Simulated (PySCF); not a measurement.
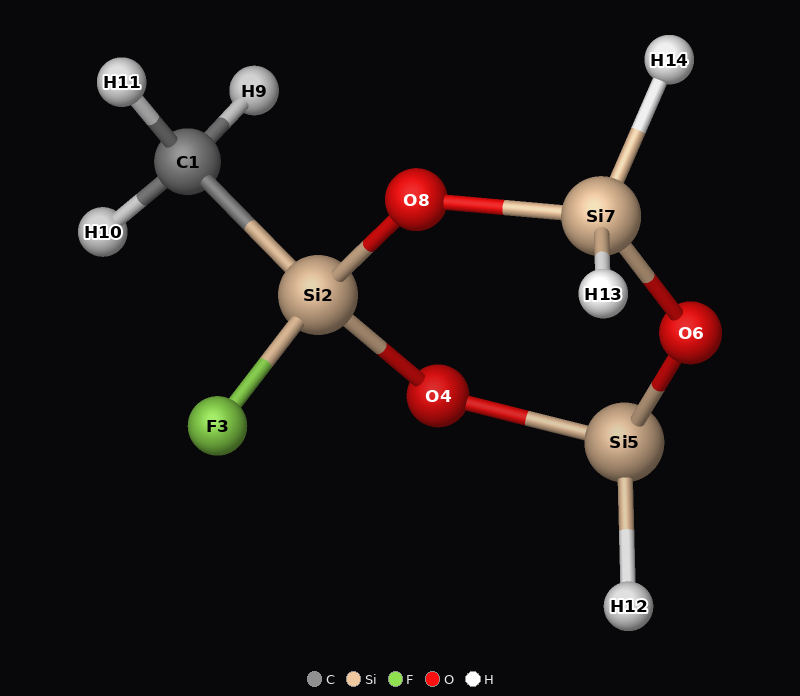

Charge 0, doublet. The geometry was computed by an optimisation with GFN2-xTB. No frequency run is at hand to confirm it as a minimum. Method: UKS B3LYP, pcH-1 on C F H O Si, non-relativistic (PySCF 2.14.0). Fermi-contact and spin-dipolar terms alone, no spin-orbit part.

Which nucleus has the largest dipolar (anisotropic) hyperfine coupling?

29Si at Si5: principal values −141.2, 68.5, 72.8 MHz.

List the isotropic and dipolar parts for the most strongly coupled nuclei, one of each equivalent set.

| atom | isotope | a_iso (MHz) | dipolar part (MHz) |
| --- | --- | --- | --- |
| Si5 | 29Si | −824.8 | −141.2, 68.5, 72.8 |
| O6 | 17O | −50.0 | −22.4, 10.7, 11.7 |
| O4 | 17O | −50.9 | −20.7, 9.9, 10.8 |
| F3 | 19F | 10.2 | −5.8, −5.3, 11.1 |
| H12 | 1H | 244.3 | −6.2, −0.6, 6.8 |
| Si7 | 29Si | −7.2 | −3.1, 1.5, 1.7 |
| Si2 | 29Si | −13.0 | −3.1, 1.4, 1.7 |
| H14 | 1H | −1.3 | −1.2, −1.0, 2.3 |

The geometry is semi-empirical. Around Si such bond lengths and angles can be off by a tenth of an ångström or more and by several degrees, and values that hang on the shape move with them.
